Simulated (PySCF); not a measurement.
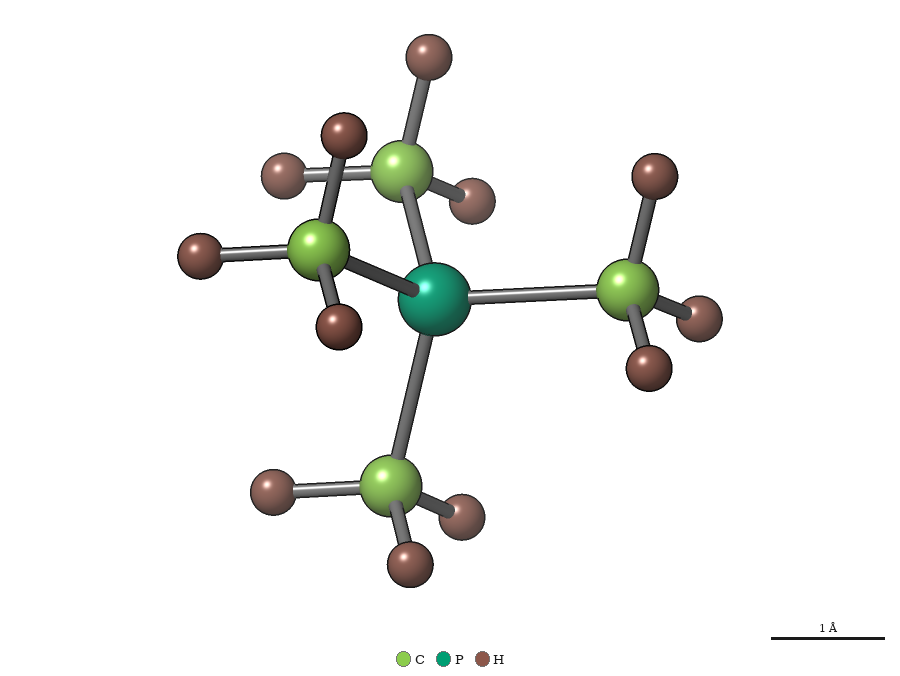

The picture shows a molecular structure as a ball-and-stick model. Every bond is drawn as one stick, whatever its order.

State: charge +1, singlet. The geometry was computed by an optimisation with PBE0-D3(BJ)/def2-TZVP. No frequency run is at hand to confirm it as a minimum.

Description:

Formula C₄H₁₂P⁺. SMILES: `C[P+](C)(C)C`. It has no ring. This geometry has Td symmetry. Coordination: 4 C tetrahedral; 1 P tetrahedral.

The parts below concern this one geometry. Atoms keep their numbers from picture to picture.

**Charges**

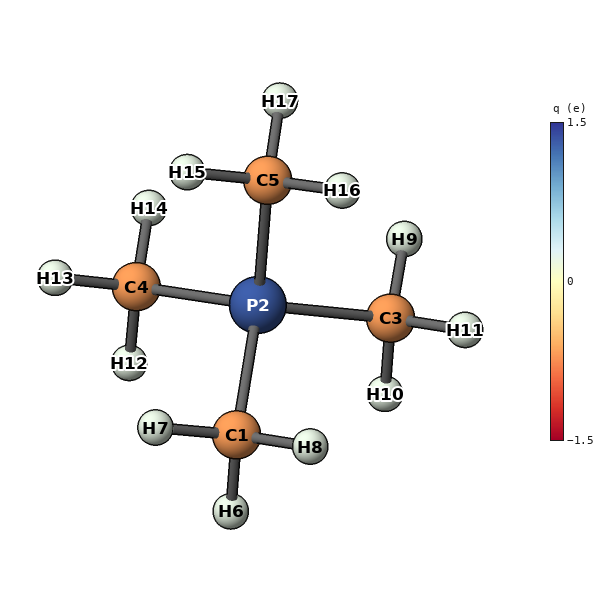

Atoms are coloured by their IAO charges. No frequency run is at hand to confirm it as a minimum. Level of theory: PBE0/pcSseg-2, gas phase (PySCF 2.14.0).

Give the IAO charges atom by atom.

| atom | value (e) |
| --- | --- |
| C1 | −0.68 |
| P2 | 1.30 |
| C3 | −0.68 |
| C4 | −0.68 |
| C5 | −0.68 |
| H6 | 0.20 |
| H7 | 0.20 |
| H8 | 0.20 |
| H9 | 0.20 |
| H10 | 0.20 |
| H11 | 0.20 |
| H12 | 0.20 |
| H13 | 0.20 |
| H14 | 0.20 |
| H15 | 0.20 |
| H16 | 0.20 |
| H17 | 0.20 |

**NMR shielding**

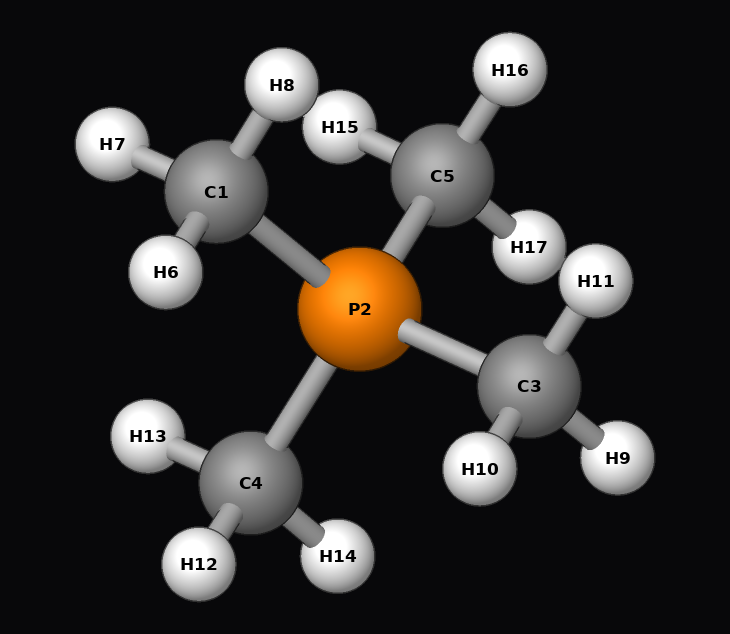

No frequency run is at hand to confirm it as a minimum. Properties computed with GIAO ωB97X-D/pcSseg-2 NMR shielding, non-relativistic, IEF-PCM chloroform (PySCF 2.14.0). Principal shieldings σ11 ≤ σ22 ≤ σ33, span Ω = σ33 − σ11, skew κ = 3(σiso − σ22)/Ω.

Give the shielding tensors of the C atoms.

```
       atom    σ11    σ22    σ33   σiso     Ω     κ
C1, C3, C4…  168.1  168.1  190.0  175.4  21.9  1.00
```

Shieldings and span in ppm.

**Bond orders**

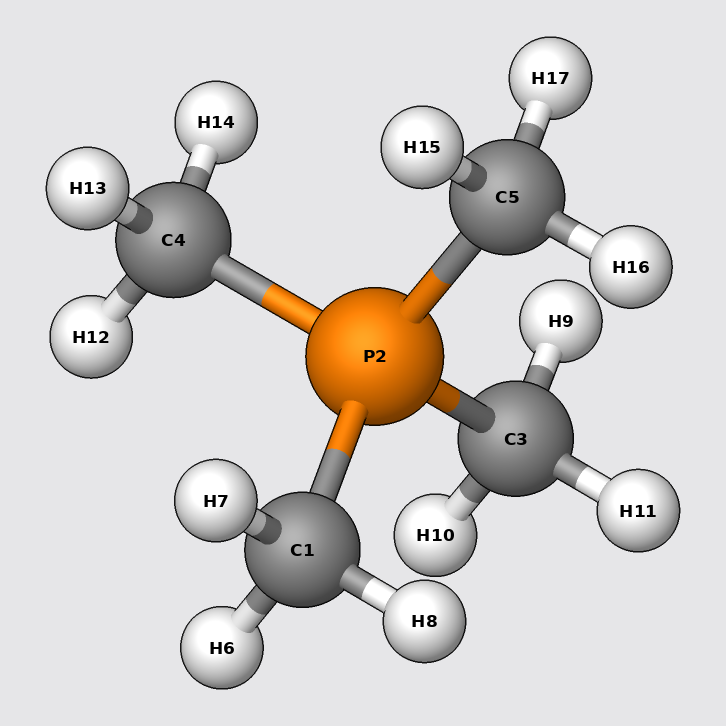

Every bond is drawn as one stick. No frequency run is at hand to confirm it as a minimum. Computed with PBE0/pcSseg-2 (PySCF 2.14.0).

List the Mayer bond orders of C1–P2, C1–H6 (one bond of each equivalent set).

```csv
bond,Mayer order,length (Å)
C1–P2,1.03,1.789
C1–H6,0.96,1.091
```
